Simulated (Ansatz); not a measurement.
Stretching the C5–H7 bond in C2H5Al (SMILES C=[CH][AlH2]) (multiplicity 1 held, fragments rigid). Energies count from the point at 1.087 Å.
Geometry at that point (charge 0, multiplicity 1):
```csv
atom,x (Å),y (Å),z (Å)
Al,-0.1364,0.1629,1.1626
H,-0.8151,1.5910,1.2176
H,0.1783,-0.6444,2.4857
C,0.2915,-0.5524,-0.5896
C,0.0180,0.1449,-1.6988
H,0.7594,-1.5259,-0.7301
H,0.2417,-0.2199,-2.6984
H,-0.4483,1.1257,-1.6579
```

R- and RO- levels are restricted; in cc, def2 and unpolarised 6-31G sets they are followed outwards from rest. Active spaces are followed from a long bond inwards. Levels need not reach the same state.

Frozen-core correlation.

The values were computed with Ansatz (Gaussian basis) for Hartree–Fock, density functionals and correlated methods. Each number belongs to the level named beside it.

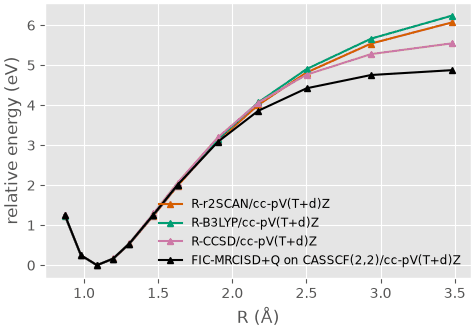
Figure: Relative energy along the coordinate

Doubts at one or more of the structures used: a restricted determinant that unrestricted orbitals would lower (R-r2SCAN/cc-pV(T+d)Z, R-B3LYP/cc-pV(T+d)Z, R-CCSD/cc-pV(T+d)Z); other coupled-cluster roots lie near (R-CCSD/cc-pV(T+d)Z); T1 above 0.05 (R-CCSD/cc-pV(T+d)Z).

Ansatz is a quantum-chemistry and plane-wave program.
